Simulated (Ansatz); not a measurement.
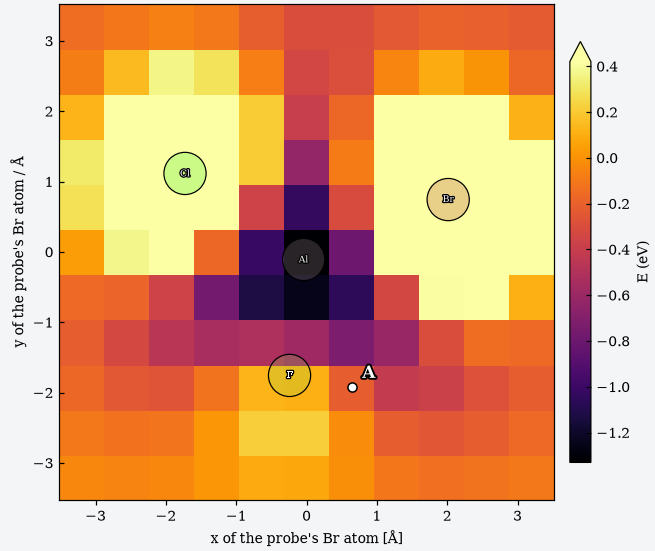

AlBrClF (SMILES [F][Al]([Cl])[Br]) with the probe Br-. The probe is moved over a plane parallel to the molecule's main plane, 2.30 Å above it. First axis: x of the probe's Br atom. Second axis: y of the probe's Br atom. Nothing is relaxed (molecule and probe rigid). Grid: 11 × 11 points. All energies are given in eV relative to molecule and probe far apart, each relaxed in its own basis (no counterpoise correction). Energies and slopes of some neighbouring points disagree (a jump in structure or state, or too coarse a mesh). Method: RKS PBE0-D4/def2-SVPD in Ansatz 0.2.0.

Drawn: one coloured cell a grid point, labelled circles for the molecule's atoms, projected on the plane, one colour for all values above the top of the scale, the point A.

> Which way does the force act at A, and how strong is it?

A, at x of the probe's Br atom = 0.64 Å, y of the probe's Br atom = −1.92 Å, is not a stationary point. The computed force is 0.79 eV/Å in the plane, pointing up and right in the picture (components 0.51 and 0.60 eV/Å).
